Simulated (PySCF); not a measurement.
# Run report: C₂H₈AlCl₃N₄O₂, NMR shielding calculation

- system: C₂H₈AlCl₃N₄O₂
- method: GIAO KT2/pcSseg-1 NMR shielding, non-relativistic, gas phase (PySCF 2.14.0)

The geometry comes from this level: PBE0-D3(BJ)/def2-SVP. Figures and captions count atoms from 1; the log counts them from 0 in places.

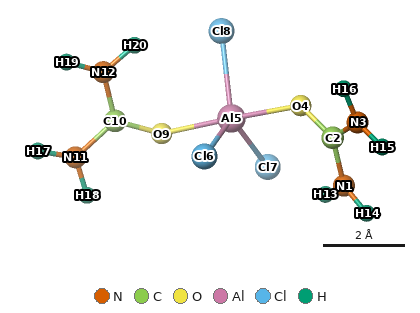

Fig. 1: The structure (ball-and-stick view, seen at a tilt; atoms are numbered from 1 in the order of the input). Sticks mark near contacts.

Summary:

```json
{"quantity": "outcome", "value": "converged"}
{"quantity": "total energy", "value": "−2093.228373 hartree"}
{"quantity": "HOMO", "value": "−6.20 eV"}
{"quantity": "LUMO", "value": "−0.54 eV"}
{"quantity": "dipole moment", "value": "5.26 D"}
{"quantity": "isotropic shielding, N", "value": "166.0 to 173.5 ppm"}
{"quantity": "isotropic shielding, C", "value": "31.7 to 32.2 ppm"}
{"quantity": "isotropic shielding, O", "value": "88.5 to 89.7 ppm"}
{"quantity": "isotropic shielding, Al", "value": "508.2 ppm"}
{"quantity": "isotropic shielding, Cl", "value": "905.0 to 943.1 ppm"}
{"quantity": "hardware", "value": "8 threads of Arm Neoverse N1, 98 GiB of memory available, shared host"}
{"quantity": "wall time", "value": "59 s (CPU time 2.4 min)"}
{"quantity": "peak memory", "value": "3.6 GiB"}
```

The input:
```
{"job": {"kind": "nmr", "xc": "KT2", "basis": "pcSseg-1", "pop": false}, "charge": 0, "multiplicity": 1}
N      2.959617    -0.599961     1.401754
C      2.858308    -0.071596     0.178432
N      3.803130     0.788548    -0.248643
O      1.930088    -0.378257    -0.603231
Al     0.032569    -0.601548    -0.267596
Cl    -0.011725     1.430604     0.572148
Cl     0.385319    -2.343672     1.033261
Cl    -0.277098    -0.852601    -2.431518
O     -1.859308    -0.766176     0.121419
C     -2.847318    -0.082767    -0.227540
N     -3.826747     0.141337     0.671843
N     -2.977902     0.394217    -1.468418
H      2.240816    -1.282622     1.658483
H      3.646484    -0.295534     2.074075
H      4.550109     1.117385     0.343786
H      3.613906     1.272388    -1.115364
H     -4.609899     0.747915     0.481772
H     -3.621086    -0.104053     1.630409
H     -3.742083     0.988875    -1.748918
H     -2.231271     0.150918    -2.126052
```

The first line tells a small driver script what to run in PySCF; the rest is the geometry in Å.

Output:
```
coarse grid: 20048 points
cycle   1  E = -2092.7984056693  dE =  1.860e+00  |g| = 1.341e+00  |ddm| = 4.091e+00
cycle   2  E = -2091.2810846073  dE =  1.517e+00  |g| = 2.980e+00  |ddm| = 3.764e+00
cycle   3  E = -2093.0482916774  dE = -1.767e+00  |g| = 6.787e-01  |ddm| = 3.140e+00
cycle   4  E = -2093.1480975997  dE = -9.981e-02  |g| = 1.439e-01  |ddm| = 6.649e-01
cycle   5  E = -2093.1515812330  dE = -3.484e-03  |g| = 6.049e-02  |ddm| = 1.264e-01
cycle   6  E = -2093.1523771194  dE = -7.959e-04  |g| = 1.265e-02  |ddm| = 5.436e-02
cycle   7  E = -2093.1524094529  dE = -3.233e-05  |g| = 4.888e-03  |ddm| = 1.286e-02
cycle   8  E = -2093.1524145594  dE = -5.107e-06  |g| = 1.671e-03  |ddm| = 5.293e-03
final grid: 178904 points
cycle   9  E = -2093.2282618795  dE = -4.783e-04  |g| = 2.945e-02  |ddm| = 6.171e-02
cycle  10  E = -2093.2281593063  dE =  1.026e-04  |g| = 3.164e-02  |ddm| = 4.906e-02
cycle  11  E = -2093.2283569743  dE = -1.977e-04  |g| = 8.475e-03  |ddm| = 3.568e-02
cycle  12  E = -2093.2283696872  dE = -1.271e-05  |g| = 3.999e-03  |ddm| = 9.497e-03
cycle  13  E = -2093.2283730508  dE = -3.364e-06  |g| = 4.488e-04  |ddm| = 3.220e-03
cycle  14  E = -2093.2283730872  dE = -3.640e-08  |g| = 1.558e-04  |ddm| = 4.813e-04
cycle  15  E = -2093.2283730918  dE = -4.648e-09  |g| = 4.710e-05  |ddm| = 1.297e-04
cycle  16  E = -2093.2283730923  dE = -5.002e-10  |g| = 1.123e-05  |ddm| = 5.128e-05
```

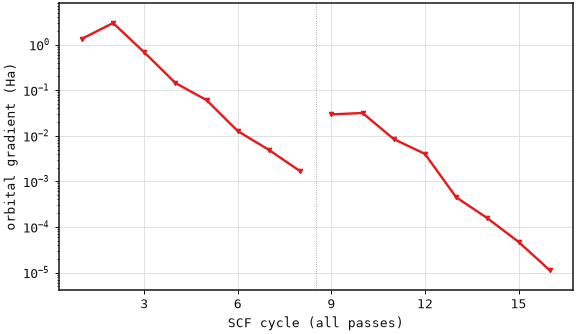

Fig. 2: Convergence of the self-consistent field: orbital gradient against the SCF cycle. The dotted line marks the change from a coarse to the final integration grid. The first 8 cycles use a coarse grid, the final grid takes over at cycle 9, and the field converges after 16 cycles in all.

```
converged SCF energy = -2093.2283730923

GIAO shielding tensors (ppm)
atom      isotropic    diamagn.    paramagn.     s11        s22        s33       span
  0 N      165.969     322.428    -156.460    103.037    176.834    218.035    114.998
  1 C       31.743     249.833    -218.090    -13.592     12.496     96.326    109.918
  2 N      172.862     319.825    -146.963    115.417    156.831    246.338    130.921
  3 O       88.469     406.490    -318.020     -3.284      6.294    262.397    265.681
  4 Al     508.152     797.117    -288.965    416.718    547.771    559.969    143.251
  5 Cl     943.125    1157.338    -214.213    844.368    916.643   1068.365    223.997
  6 Cl     904.964    1153.549    -248.585    819.083    890.500   1005.307    186.224
  7 Cl     907.628    1153.585    -245.957    821.890    892.669   1008.326    186.436
  8 O       89.663     406.776    -317.114     -3.299     10.355    261.933    265.232
  9 C       32.201     249.566    -217.365    -12.748     13.202     96.149    108.897
 10 N      173.545     319.900    -146.354    117.023    156.575    247.038    130.015
 11 N      166.103     322.265    -156.162    103.322    176.868    218.119    114.797
 12 H       23.267      33.101      -9.834     11.564     22.364     35.874     24.311
 13 H       27.301      29.501      -2.200     22.283     24.871     34.748     12.465
 14 H       27.616      28.235      -0.620     22.128     24.710     36.010     13.882
 15 H       27.307      31.900      -4.592     21.706     25.602     34.614     12.908
 16 H       27.659      28.287      -0.627     22.156     24.796     36.026     13.870
 17 H       27.354      32.012      -4.657     21.742     25.663     34.658     12.916
 18 H       27.303      29.243      -1.940     22.187     24.930     34.791     12.604
 19 H       23.183      33.087      -9.904     11.294     22.229     36.028     24.734
```

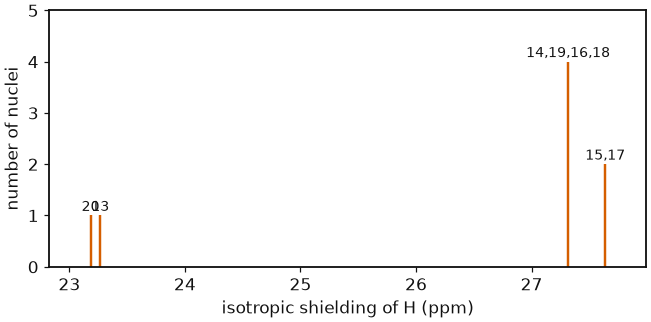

Fig. 3: Isotropic shieldings of the hydrogen nuclei in this fixed geometry, labelled by atom number; shielding grows to the right, so chemical shift grows to the left. The least shielded is H20 (23.2 ppm), the most shielded H17 (27.7 ppm).
